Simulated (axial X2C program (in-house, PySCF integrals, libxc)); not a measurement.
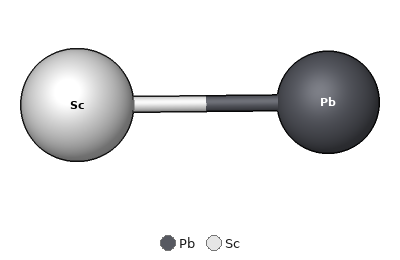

*The molecule at the reference distance of 2.917 Å.*

# PbSc: relativistic diatomic calculation

System: PbSc, single determinant with M_S = 3/2 and |Λ| = 0.
Method: HF, spin-free X2C-1e, Pb dyall-cv3z, Sc dyall-cv3z (cores contracted) (axial X2C program (in-house, PySCF integrals, libxc)).

The input:
```
{"zs": [82, 21], "q": 0, "bas": ["dyall-cv3z", "dyall-cv3z"], "levels": ["PBE0", "HF", "PBE50"], "cc": true, "r0": 2.92, "thr": -1.0, "nmax": 90, "npts": 10, "nst": 2, "ntry": 6}
```

The line is the task of a batch: nuclear charges, charge, bases, the levels to run, a first guess of the distance and further settings. This report covers HF without spin-orbit coupling. The log is that of the reference distance 2.917 Å.

The run was one of a batch that the task file lists, launched with:
```bash
python <driver script> task.json out
```

The program's output:
```
spin-free X2C-1e  HF
basis functions 293  fitting functions 1545  grid points 5803
iter        total energy     max residual
   1     -21643.415863582     6.27e-01
   2     -21643.469409767     1.74e-02
   3     -21643.479182086     1.07e-01
   4     -21643.484955815     5.87e-02
   5     -21643.488038304     1.58e-02
   6     -21643.488930414     2.20e-02
   7     -21643.489211575     4.49e-03
   8     -21643.489264385     2.46e-03
   9     -21643.489282425     2.46e-03
  10     -21643.489288560     3.30e-04
  11     -21643.489290744     4.85e-04
  12     -21643.489291517     3.71e-04
  13     -21643.489291780     6.47e-05
  14     -21643.489291836     4.22e-05
  15     -21643.489291846     2.63e-05
  16     -21643.489291848     4.82e-06
  17     -21643.489291848     3.20e-06
  18     -21643.489291848     1.86e-06
converged
one-electron -30244.32159099  Coulomb 8716.05277080  exact exchange -427.61099521  xc functional 0.00000000  nuclear repulsion 312.39052355
correlated 7  virtual 367  natural virtual 90  E(MP2) -0.073559560  MP2 remainder -0.003229637
iter   CCSD correlation   residual
   1     -0.082331738   1.24e-01
   2     -0.088709656   7.07e-02
   3     -0.091138827   4.34e-02
   4     -0.092794451   2.80e-02
   5     -0.093613322   1.63e-02
   6     -0.093943114   7.15e-03
   7     -0.093959761   3.29e-03
   8     -0.093975278   1.87e-03
   9     -0.093978031   8.72e-04
  10     -0.093979869   3.57e-04
  11     -0.093982191   1.58e-04
  12     -0.093982967   1.09e-04
  13     -0.093984451   6.61e-05
  14     -0.093985284   3.70e-05
  15     -0.093985763   2.00e-05
  16     -0.093985736   8.58e-06
  17     -0.093985691   4.44e-06
  18     -0.093985653   2.61e-06
  19     -0.093985633   1.39e-06
(T) -0.005504410345898101  T1 0.1058  D1 0.1900  max T2 0.120
```

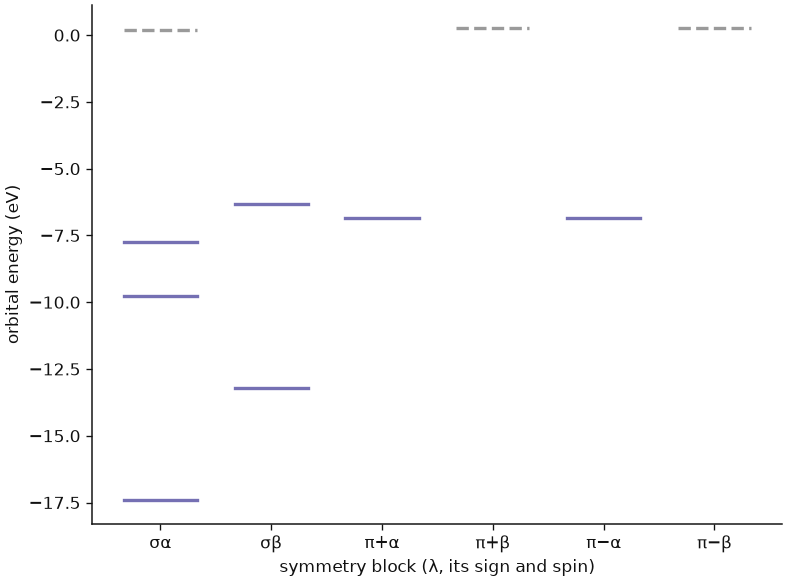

*Orbital energies near the frontier at 2.92 Å, filled (solid) and empty (dashed); a label such as π−α means λ = −1 and α spin.*

The highest filled orbital (σβ; 68 % Sc s, 21 % Sc p) lies at −6.34 eV, the lowest empty one (σα; 58 % Sc s, 28 % Sc p) at 0.19 eV.

Outcome:

| quantity | value |
| --- | --- |
| outcome | not converged in a step after the SCF shown |
| largest ⟨S²⟩ along the curve | 4.41 |
| hardware | 1 thread of Arm Neoverse V1, 24 GiB of memory available, shared host |
| wall time | 8.3 s |
| peak memory | 0.78 GiB |

Diagnosis:

The SCF whose log is shown converged, but a later step did not. The run therefore gave no full result. Hartree–Fock lacks correlation, so it usually binds too weakly. ⟨S²⟩ reaches 4.41 where a pure state of this multiplicity has 3.75, so the determinant is spin-contaminated.
